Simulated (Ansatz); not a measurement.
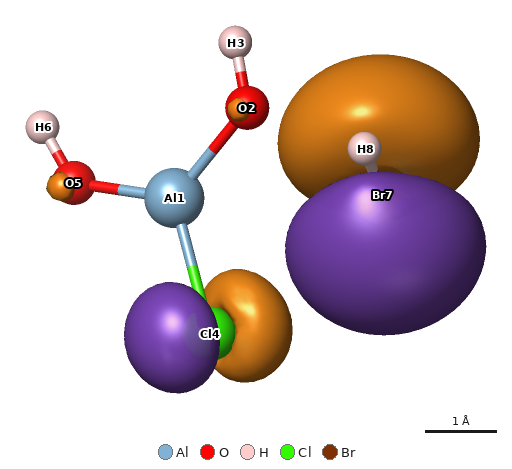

Figure. AlClH₂O₂···HBr. The HOMO at ±0.08 Å⁻³ᐟ² (orange and purple are the two phases), seen across its widest extent.

Not at a stationary point (largest force 1.5 eV/Å).

These are results of RKS r2SCAN-D4/def2-SVP in Ansatz 0.2.0, not measurements.

```xyz
8

Al   -0.0415   -0.2856    0.0357
O    -0.0153   -0.3341    1.7859
H    -0.8194   -0.4105    2.3106
Cl    1.8032   -0.1763   -0.9134
O    -1.4103   -0.4572   -0.9258
H    -2.3342   -0.5840   -0.7025
Br    0.4995    3.0760    1.2219
H     0.6066    1.7703    1.9614
```

### What is the character of this orbital?

Its weight (Hirshfeld) is mainly on Br7 (about 90 %) and Cl4 (about 5 %); largely a lone pair of Br7. Its energy is −7.51 eV.
